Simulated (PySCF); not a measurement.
## Single-point calculation of C₂H₃Cl₂Si (charge +1)

C₂H₃Cl₂Si, charge +1, computed with HF/STO-3G, RHF (PySCF 2.14.0).

The geometry is that of the parent species in another charge or spin state. The geometry comes from this level: PBE0-D4/def2-TZVP.

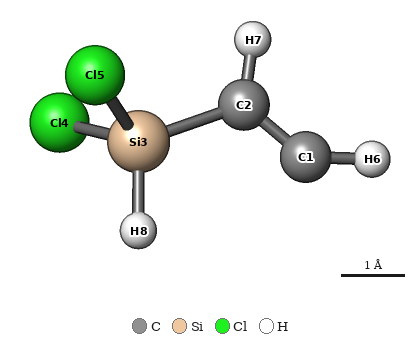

Fig. 1: The input geometry (ball-and-stick view, seen at a tilt; atoms are numbered from 1 in the order of the input). Bond lengths as drawn: Cl–Si 2.05 Å, C–C 1.30 Å, C–H 1.08 to 1.10 Å, C–Si 1.85 Å and H–Si 1.47 Å.

**Key numbers**

- outcome: converged
- total energy: −1271.033430 hartree
- basis functions: 40
- HOMO: −15.29 eV
- LUMO: −5.80 eV
- hardware: 1 thread of Intel Xeon @ 2.70GHz, 189 GiB of memory available, shared host
- wall time: 0.83 s
- peak memory: 0.1 GiB

The record of the run, not the program, notes: dipole of an ion depends on the origin.

**Input (input.py)**
```python
from pyscf import gto, scf

molecule = gto.M(
    atom='input.xyz',
    max_memory=1860,
    verbose=4,
    charge=1,
    basis='sto-3g',
)

mf = scf.RHF(molecule)
mf.conv_tol = 1e-10
mf.kernel()
if not mf.converged:
    mf = mf.newton().run(mf.mo_coeff, mf.mo_occ)

e_final = mf.e_tot
print(f'total energy: {e_final:.8f} hartree')
```

**File input.xyz**
```
8
C2H3Cl2Si
C     -0.467200     1.549800     0.659300
C     -0.193600     0.279100     0.737900
Si     0.301600    -0.635800    -0.791100
Cl    -1.013100    -2.166600    -1.130900
Cl     2.164100    -1.443500    -0.534600
H     -0.772500     2.376400     1.285600
H     -0.249600    -0.262100     1.689000
H      0.322500     0.245600    -1.971100
```

Run as:
```bash
OMP_NUM_THREADS=1 python input.py
```

**Output**
```
PySCF version 2.14.0

[INPUT] num. atoms = 8
[INPUT] num. electrons = 62
[INPUT] charge = 1
[INPUT] spin (= nelec alpha-beta = 2S) = 0
[INPUT] symmetry False subgroup None
[INPUT] Mole.unit = angstrom
[INPUT] Symbol           X                Y                Z      unit          X                Y                Z       unit  Magmom
[INPUT]  1 C     -0.467200000000   1.549800000000   0.659300000000 AA   -0.882880045397   2.928697547851   1.245896433926 Bohr   0.0
[INPUT]  2 C     -0.193600000000   0.279100000000   0.737900000000 AA   -0.365850977716   0.527422561366   1.394428907317 Bohr   0.0
[INPUT]  3 Si     0.301600000000  -0.635800000000  -0.791100000000 AA    0.569941399169  -1.201487869998  -1.494962337143 Bohr   0.0
[INPUT]  4 Cl    -1.013100000000  -2.166600000000  -1.130900000000 AA   -1.914481536797  -4.094280621483  -2.137091274271 Bohr   0.0
[INPUT]  5 Cl     2.164100000000  -1.443500000000  -0.534600000000 AA    4.089556306171  -2.727819660810  -1.010247586192 Bohr   0.0
[INPUT]  6 H     -0.772500000000   2.376400000000   1.285600000000 AA   -1.459813431227   4.490745162416   2.429431905741 Bohr   0.0
[INPUT]  7 H     -0.249600000000  -0.262100000000   1.689000000000 AA   -0.471675640691  -0.495297217249   3.191747424390 Bohr   0.0
[INPUT]  8 H      0.322500000000   0.245600000000  -1.971100000000 AA    0.609436675172   0.464116736193  -3.724839164130 Bohr   0.0

nuclear repulsion = 320.20807044127
number of shells = 24
number of NR pGTOs = 120
number of NR cGTOs = 40
basis = sto-3g
ecp = {}

******** <class 'pyscf.scf.hf.RHF'> ********
method = RHF
initial guess = minao
damping factor = 0
level_shift factor = 0
DIIS = <class 'pyscf.scf.diis.CDIIS'>
diis_start_cycle = 1
diis_space = 8
diis_damp = 0
SCF conv_tol = 1e-10
SCF conv_tol_grad = None
SCF max_cycles = 50
direct_scf = True
direct_scf_tol = 1e-13
Set gradient conv threshold to 1e-05
Initial guess from minao.
init E= -1271.14036285106
  HOMO = -0.280455408780878  LUMO = -0.083878766109388  gap/eV = 5.34912
cycle= 1 E= -1270.88865409281  delta_E= 0.252  |g|= 0.494  |ddm|= 3.51
  HOMO = -0.499371461465747  LUMO = -0.35787265867653  gap/eV = 3.85038
cycle= 2 E= -1271.01370280522  delta_E= -0.125  |g|= 0.211  |ddm|= 1.29
  HOMO = -0.552408802315151  LUMO = -0.231549034127878  gap/eV = 8.73104
cycle= 3 E= -1271.02852519715  delta_E= -0.0148  |g|= 0.0842  |ddm|= 0.34
  HOMO = -0.560877941025123  LUMO = -0.222326292685389  gap/eV = 9.21246
cycle= 4 E= -1271.03210607476  delta_E= -0.00358  |g|= 0.0309  |ddm|= 0.136
  HOMO = -0.562553153296742  LUMO = -0.216874727999775  gap/eV = 9.40639
cycle= 5 E= -1271.03316058428  delta_E= -0.00105  |g|= 0.012  |ddm|= 0.0943
  HOMO = -0.562016167478239  LUMO = -0.214227454993114  gap/eV = 9.46381
cycle= 6 E= -1271.03342001091  delta_E= -0.000259  |g|= 0.00248  |ddm|= 0.061
  HOMO = -0.562104859740896  LUMO = -0.213018982594945  gap/eV = 9.49911
cycle= 7 E= -1271.0334299025  delta_E= -9.89e-06  |g|= 0.000599  |ddm|= 0.0108
  HOMO = -0.562019689306323  LUMO = -0.213145966119565  gap/eV = 9.49334
cycle= 8 E= -1271.03343040477  delta_E= -5.02e-07  |g|= 0.000172  |ddm|= 0.00238
  HOMO = -0.561999488047791  LUMO = -0.213142712350607  gap/eV = 9.49288
cycle= 9 E= -1271.03343044025  delta_E= -3.55e-08  |g|= 5.52e-05  |ddm|= 0.000517
  HOMO = -0.561993017919467  LUMO = -0.213149133172527  gap/eV = 9.49253
cycle= 10 E= -1271.03343044418  delta_E= -3.92e-09  |g|= 1.12e-05  |ddm|= 0.000184
  HOMO = -0.561995132188246  LUMO = -0.213146045395557  gap/eV = 9.49267
cycle= 11 E= -1271.03343044433  delta_E= -1.54e-10  |g|= 1.74e-06  |ddm|= 4.11e-05
  HOMO = -0.561994971147992  LUMO = -0.213146857663149  gap/eV = 9.49264
cycle= 12 E= -1271.03343044434  delta_E= -6.82e-12  |g|= 5.56e-07  |ddm|= 6.42e-06
  HOMO = -0.561995028703403  LUMO = -0.21314660599996  gap/eV = 9.49265
```

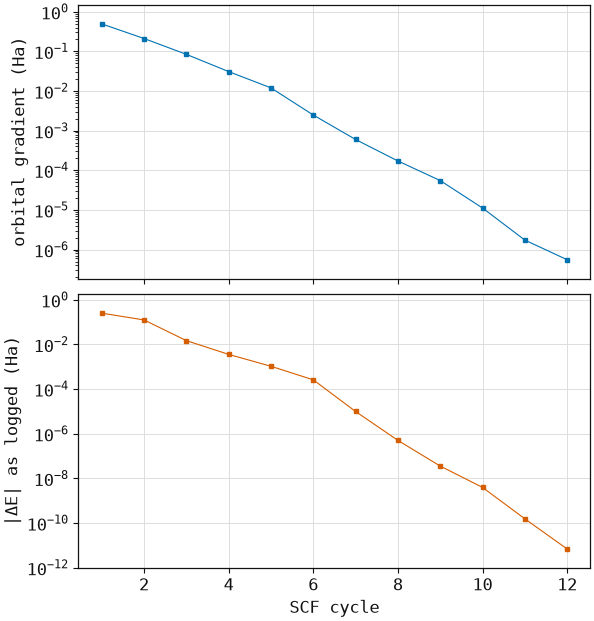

Fig. 2: Convergence of the self-consistent field: orbital gradient and size of the energy change against the SCF cycle. The residual falls at every step.

```
Extra cycle  E= -1271.03343044433  delta_E= 3.41e-12  |g|= 2.79e-07  |ddm|= 1.12e-06
converged SCF energy = -1271.03343044433
total energy: -1271.03343044 hartree
```

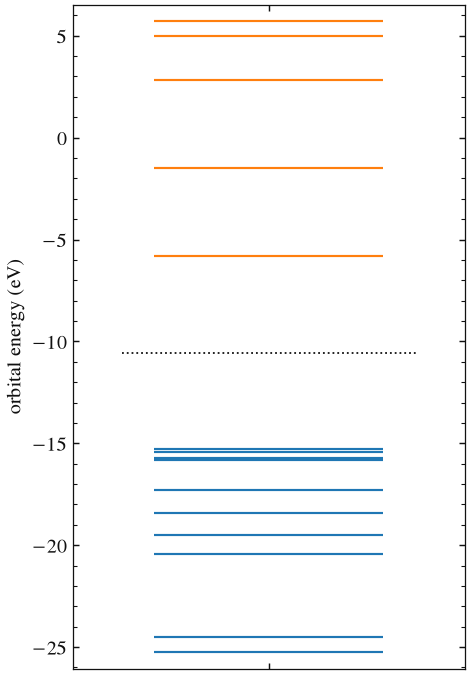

Fig. 3: Orbital energies near the frontier; the dotted line parts filled from empty levels, and levels within 0.02 eV of each other stand side by side. Highest filled −15.29 eV, lowest empty −5.80 eV, 9.49 eV apart.
